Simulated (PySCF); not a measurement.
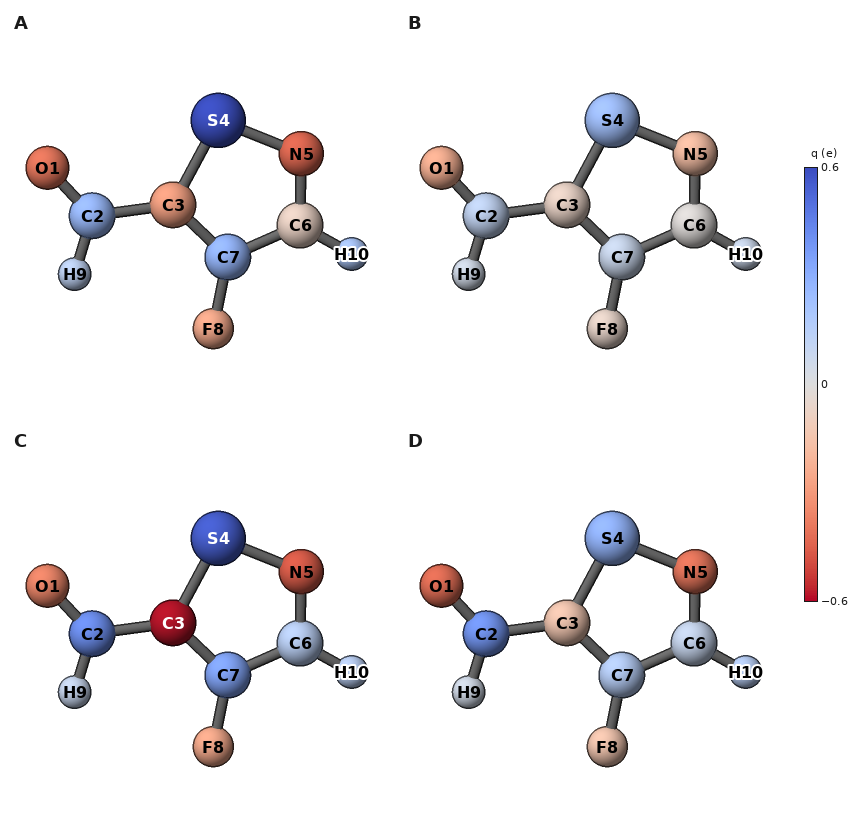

Atomic charges of one calculation by 4 schemes, on one colour scale. The geometry was computed by an optimisation with GFN2-xTB. No frequency run is at hand to confirm it as a minimum. Method: PBE0/pcSseg-1 (PySCF 2.14.0).

**The schemes are ESP-fitted, Hirshfeld, IAO, Mulliken. Which panel shows which?**

A IAO, B Hirshfeld, C Mulliken, D ESP-fitted.

List the charges (e), one line for each set of equivalent atoms.

```json
{"atom": "O1", "IAO": "−0.39", "Hirshfeld": "−0.23", "Mulliken": "−0.35", "ESP-fitted": "−0.41"}
{"atom": "C2", "IAO": "0.25", "Hirshfeld": "0.11", "Mulliken": "0.40", "ESP-fitted": "0.38"}
{"atom": "C3", "IAO": "−0.27", "Hirshfeld": "−0.07", "Mulliken": "−0.58", "ESP-fitted": "−0.13"}
{"atom": "S4", "IAO": "0.58", "Hirshfeld": "0.22", "Mulliken": "0.54", "ESP-fitted": "0.27"}
{"atom": "N5", "IAO": "−0.43", "Hirshfeld": "−0.17", "Mulliken": "−0.45", "ESP-fitted": "−0.39"}
{"atom": "C6", "IAO": "−0.07", "Hirshfeld": "−0.01", "Mulliken": "0.13", "ESP-fitted": "0.09"}
{"atom": "C7", "IAO": "0.26", "Hirshfeld": "0.08", "Mulliken": "0.33", "ESP-fitted": "0.15"}
{"atom": "F8", "IAO": "−0.24", "Hirshfeld": "−0.06", "Mulliken": "−0.24", "ESP-fitted": "−0.14"}
{"atom": "H9", "IAO": "0.12", "Hirshfeld": "0.05", "Mulliken": "0.09", "ESP-fitted": "0.05"}
{"atom": "H10", "IAO": "0.19", "Hirshfeld": "0.07", "Mulliken": "0.13", "ESP-fitted": "0.14"}
```
